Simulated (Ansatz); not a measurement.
**How methods differ on H2O2 (hydrogen peroxide)**

H2O2: 4 atoms, total charge 0, spin state singlet. As SMILES, `OO`. Geometry: optimised at PBE0/def2-SVP.

```xyz
4

O    -0.4773   -0.5794    0.0187
O     0.0606    0.7193    0.2069
H     0.1776   -1.1201    0.4813
H     0.2391    0.9803   -0.7070
```

Quantity: the dissociation energy of the O2–O1 bond into doublet OH and doublet OH (shapes relaxed at PBE0/def2-SVP, no zero-point term), in eV. The values are calculated.

| level | kind | program | value (eV) |
| --- | --- | --- | --- |
| HF/def2-TZVPP | Hartree–Fock | Ansatz | -0.03 |
| PBE/def2-TZVPP | GGA | Ansatz | 2.71 |
| r2SCAN/def2-TZVPP | meta-GGA | Ansatz | 2.22 |
| B3LYP/def2-TZVPP | global hybrid | Ansatz | 2.20 |
| PBE0-D4/def2-TZVPP | global hybrid | Ansatz | 2.29 |
| wB97M-V/def2-TZVPP | range-separated hybrid | Ansatz | 2.38 |
| RPA@PBE/def2-TZVPP | RPA | Ansatz | 1.99 |
| MP2/def2-TZVPP | perturbation theory | Ansatz | 2.55 |

The values span -0.03 to 2.71 eV. Hartree–Fock misses the correlation of the electron pair that is broken and comes out low. Measured bond enthalpies also hold zero-point and thermal terms, a few tenths of an eV less.

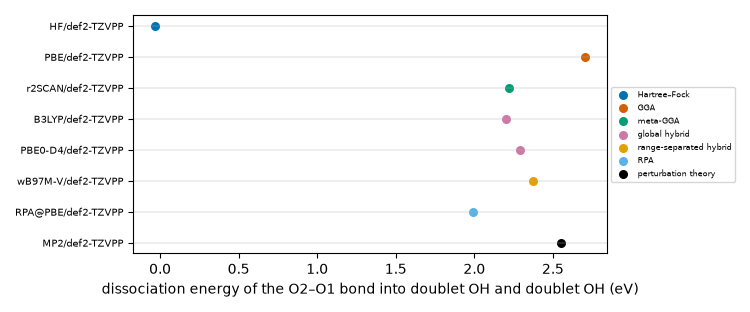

The values of the table, level by level.
